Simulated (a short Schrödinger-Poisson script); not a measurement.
System: symmetric double-gate stack, SiO2 on p-type Si(110), at 300 K.

```tsv
layer	material	thickness (nm)	Na (cm⁻³)
1	SiO2	3.3	-
2	Si	20	1e17
3	SiO2	3.3	-
```

Constants are typed, rounded textbook-type inputs, not results; the design itself was drawn at random and stands for no fabricated device. SiO2: permittivity 3.9, conduction-band edge (eV) 3.15, gap (eV) 9, electron mass (mₑ) 0.5. Si: permittivity 11.7, conduction-band edge (eV) 0, gap (eV) 1.124, Nv at 300 K (cm⁻³) 3.1e19.

Channel valleys (confinement mass, in-plane density-of-states mass, number): Δ4 0.315, 0.324, 4; Δ2 0.19, 0.417, 2. At the gates, both at one voltage, the conduction-band edge of layer 1 lies 3.46 eV − eVg above the Fermi level of the channel. Gaps are held at their typed values at every temperature. Mesh 0.03 nm at interfaces.

From a short Schrödinger-Poisson script (our own, NumPy): 1D Poisson equation in equilibrium, electrons quantum, Hartree (BenDaniel-Duke, 12 states a valley, the channel's in-plane mass for all, wave functions free to enter the dielectric), parabolic valleys, classical holes, full ionisation, no traps, pinning or gate leakage.

Only gate voltages with over 1e8 electrons/cm² are shown.

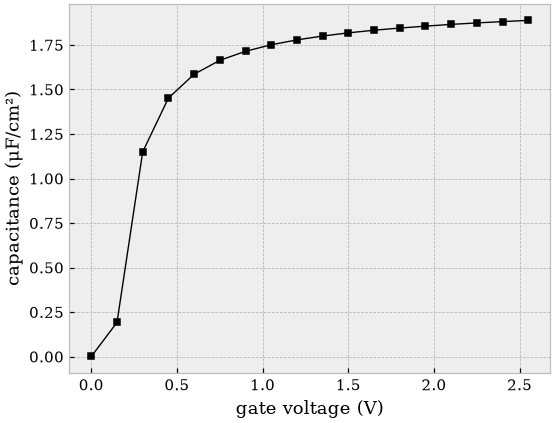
Figure: Quasi-static capacitance against gate voltage

```
Vg (V)  electrons (cm⁻²)  C (μF/cm²)  Δ4 E0 (meV)  Δ4 E1 (meV)  Δ2 E0 (meV)  Δ2 E1 (meV)
------  ----------------  ----------  -----------  -----------  -----------  -----------
0                 1.23e8     < 0.003        334.8        342.1        336.5        348.9
0.15             3.50e10       0.192        188.7        195.8        190.4        202.6
0.3              7.14e11        1.15        112.4        115.9        114.8        123.0
0.45             1.95e12        1.45         86.0         87.0         91.1         95.2
0.6              3.38e12        1.59         70.0         70.3         77.9         80.1
0.75             4.91e12        1.66         58.4         58.6         68.7         69.9
0.9              6.49e12        1.71         49.5         49.6         61.6         62.4
1.05             8.11e12        1.75         42.3         42.3         55.9         56.4
1.2              9.76e12        1.78         36.1         36.2         51.1         51.4
1.35             1.14e13        1.80         30.8         30.8         46.9         47.2
1.5              1.31e13        1.82         26.1         26.1         43.3         43.5
1.65             1.48e13        1.83         21.9         21.9         40.1         40.2
1.8              1.66e13        1.85         18.1         18.1         37.1         37.2
1.95             1.83e13        1.86         14.5         14.5         34.4         34.5
2.1              2.00e13        1.87         11.2         11.2         31.9         32.0
2.25             2.18e13        1.87          8.1          8.1         29.6         29.7
2.4              2.35e13        1.88          5.2          5.2         27.4         27.5
2.55             2.53e13        1.89          2.5          2.5         25.4         25.4
```

Subbands count from the Fermi level. The capacitance is that of both gates.
